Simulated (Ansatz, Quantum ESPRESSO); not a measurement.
# WC (hexagonal): bulk modulus from a few volumes

How stiff is hexagonal WC under hydrostatic load? Each row relaxes cell and atoms at a set pressure. The phase is followed to these pressures whether or not it stays the stable one.

Calculated with Ansatz 0.2.0, PBEsol, PAW files of the set soft_1, cutoff 600 eV, Fermi–Dirac smearing 0.05 eV, k-mesh 17×17×15, no spin polarisation, no spin-orbit coupling.

Reference cell, relaxed at zero pressure with PBEsol (P-6m2): a = 2.8989 Å, b = 2.8989 Å, c = 2.8273 Å, α = 90.00°, β = 90.00°, γ = 120.00°.

```csv
atom,x,y,z
W,0.0000,0.0000,0.0000
C,0.6667,0.3333,0.5000
```

| V (Å³/atom) | V/V0 | P (GPa) | E − E0 (meV/atom) |
| --- | --- | --- | --- |
| 10.3919 | 1.0101 | −3.996 | 1.3 |
| 10.0505 | 0.9769 | 9.999 | 7.3 |
| 9.9416 | 0.9663 | 14.998 | 15.7 |
| 9.8385 | 0.9563 | 19.997 | 27.0 |
| 9.6472 | 0.9377 | 29.992 | 56.7 |

V0 = 10.2882 Å³ an atom, where the residual pressure P0 is 0.000 GPa. **Question.** Fit the Birch–Murnaghan law and give the pressure and the energy at V = 10.1659 Å³ an atom, a row left out above.

With the Eulerian strain f = ½[(V0/V)^(2/3) − 1] and F = (P − P0)/[3f(1 + 2f)^(5/2)], the third-order law is the line F = B0 + (3/2) B0 (B′ − 4) f.

```csv
f,F (GPa)
0.02191,409.90
0.01512,409.14
0.01155,408.65
0.00785,408.22
−0.00333,406.51
```

A straight line through the 5 rows: the means are 0.01062 for f and 408.48 for F, Σ(Δx)² = 0.0003509 and ΣΔxΔy = 0.04736, so the slope is 0.04736/0.0003509 = 134.99 and the intercept 408.48 − (134.99)(0.01062) = 407.05.

Hence B0 = 407.1 GPa and B′ = 4 + (135.0)/(1.5 × 407.1) = 4.22. For the withheld volume f = 0.00400, F = 407.59 GPa and P = 4.99 GPa. The run itself gives 4.99 GPa, so the estimate misses by 0.00 GPa, a rounding's worth.

Integrating the same law gives E − E0 = (9/2) B0 V0 f²[1 + (B′ − 4) f] + P0(V0 − V), with 1 GPa Å³ = 6.2415 meV: 1.9 meV an atom. The run itself gives 1.9 meV, so the estimate misses by 0.0 meV, a rounding's worth.

The same fit over all rows at other levels or in other programs gives B0 = 409 GPa with PBEsol (Quantum ESPRESSO, GBRV).

Measured volume: 10.376 Å³ an atom (doi:10.1063/1.3481667, 300 K), so V0 is −0.8 % off. A stiffness follows the volume as d ln B/d ln V = −B′, which moves B0 by about −4 % when it is taken at the measured volume.

The calculation is for a static lattice, while measurements hold thermal and zero-point motion.

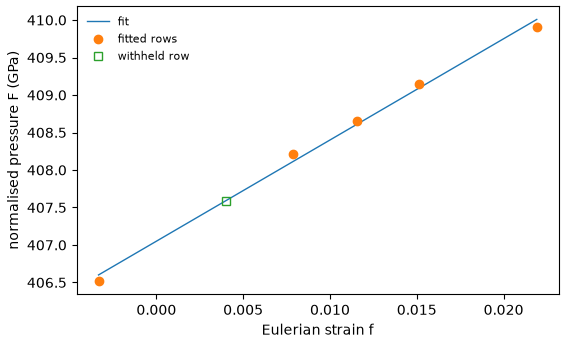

The fitted law, the rows behind it and the withheld row.

[Logs are printed without paths, hosts, clocks, repeated set-up lines and the standing remarks that a program may print on its own settings, such as how far it seeks lower states.]
